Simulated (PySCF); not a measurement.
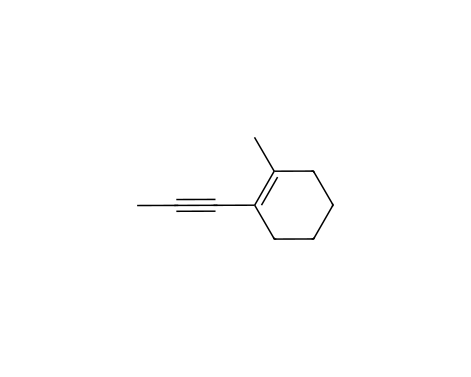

2D structure.

Write the SMILES.

CC#CC1=C(C)CCCC1

Give the formula, hydrogens included.

C10H14.

An optimisation with PBE0-D3(BJ)/def2-SVP gave a structure of which point group?

C1.

The parts below concern this one geometry. Atoms keep their numbers from picture to picture. The computed structure is the end point of a PBE0-D3(BJ)/def2-SVP optimisation. No frequency run is at hand to confirm it as a minimum.

## Geometry

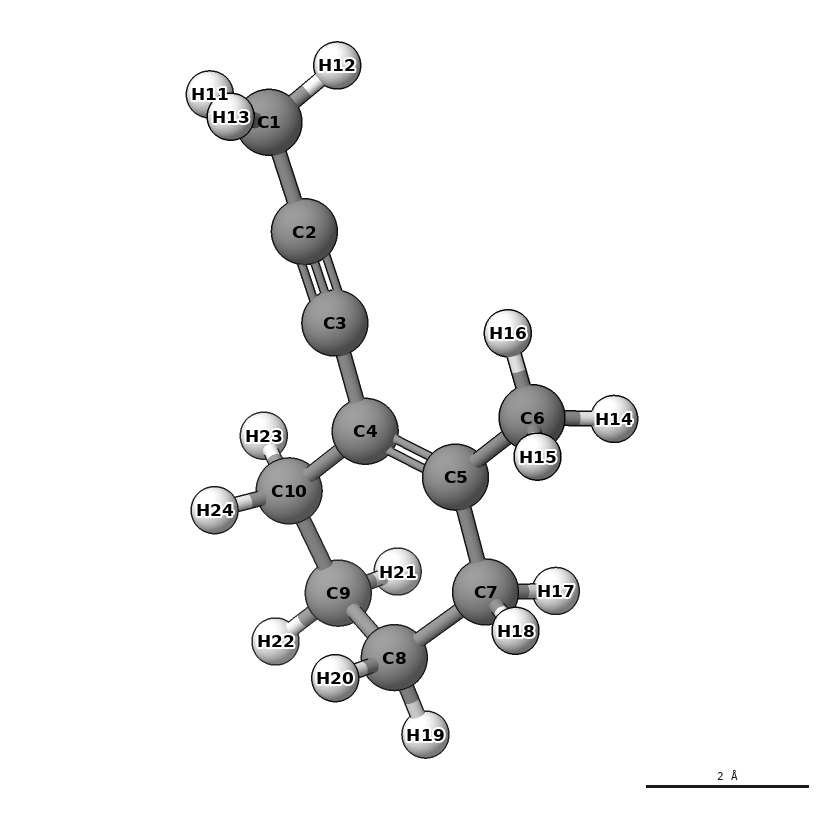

Atoms carry their numbers in the input. No frequency run is at hand to confirm it as a minimum.

Which atoms are bonded, and how long are the bonds? Leave out bonds to hydrogen.

| bond | length (Å) | order |
| --- | --- | --- |
| C1–C2 | 1.453 | single |
| C2–C3 | 1.217 | triple |
| C3–C4 | 1.429 | single |
| C4–C5 | 1.356 | double |
| C4–C10 | 1.514 | single |
| C5–C6 | 1.494 | single |
| C5–C7 | 1.504 | single |
| C7–C8 | 1.522 | single |
| C8–C9 | 1.520 | single |
| C9–C10 | 1.521 | single |

## NMR shielding

The questions are on isotropic NMR shieldings of the H atoms. No frequency run is at hand to confirm it as a minimum. Method: GIAO PBE0/pcSseg-1 NMR shielding, non-relativistic, IEF-PCM chloroform (PySCF 2.14.0).

List the isotropic NMR shieldings of the H atoms.

| atom | σ (ppm) |
| --- | --- |
| H11 | 29.10 |
| H12 | 29.08 |
| H13 | 29.05 |
| H14 | 29.59 |
| H15 | 29.66 |
| H16 | 28.56 |
| H17 | 29.24 |
| H18 | 29.35 |
| H19 | 29.60 |
| H20 | 29.94 |
| H21 | 29.96 |
| H22 | 29.62 |
| H23 | 29.28 |
| H24 | 29.16 |

## Charges

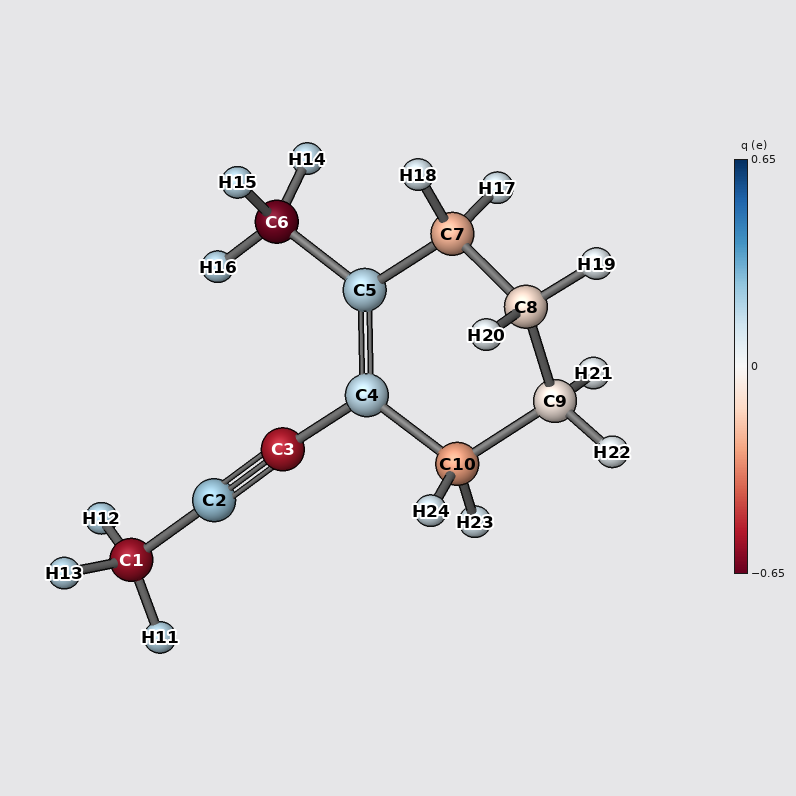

Atoms are coloured by their ESP-fitted charges. No frequency run is at hand to confirm it as a minimum. Properties computed with PBE0/pcSseg-1 in acetone (IEF-PCM) (PySCF 2.14.0).

Which atom carries the highest charge (most positive or least negative)?

C2 (0.23 e).

And the lowest?

C6 (−0.62 e).

List the ESP-fitted charges.

```tsv
atom	value (e)
C1	−0.55
C2	0.23
C3	−0.52
C4	0.17
C5	0.19
C6	−0.62
C7	−0.22
C8	−0.10
C9	−0.06
C10	−0.26
H11	0.19
H12	0.19
H13	0.19
H14	0.17
H15	0.18
H16	0.19
H17	0.10
H18	0.10
H19	0.06
H20	0.06
H21	0.05
H22	0.05
H23	0.11
H24	0.12
```

## Ring current

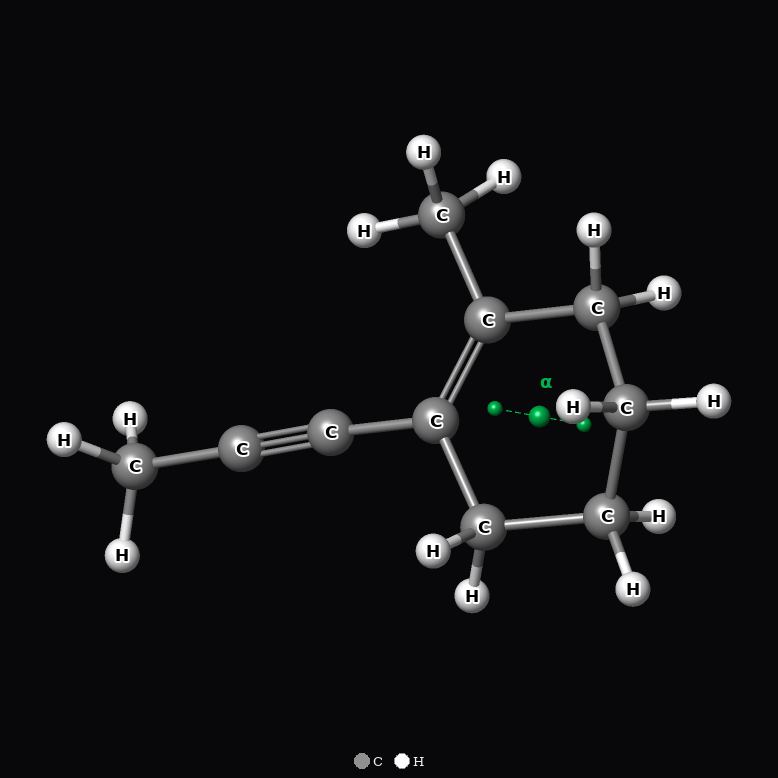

The small points mark where nucleus-independent chemical shifts (NICS) were computed: at the centre of each lettered ring and 1 Å above and below it. No frequency run is at hand to confirm it as a minimum. Properties computed with GIAO PBE0/pcSseg-1 NMR shielding, non-relativistic, IEF-PCM acetone (PySCF 2.14.0).

Give NICS(0), NICS(1) and the out-of-plane component NICS(1)zz for each ring (means of the two sides).

| ring | members | NICS(0) | NICS(1) | NICS(1)zz |
| --- | --- | --- | --- | --- |
| α | C6 | −1.1 | −2.2 | 2.4 |

Values in ppm.

What do the values say about the ring currents?

Ring α: weak, as in a non-aromatic ring. NICS is one index among several.
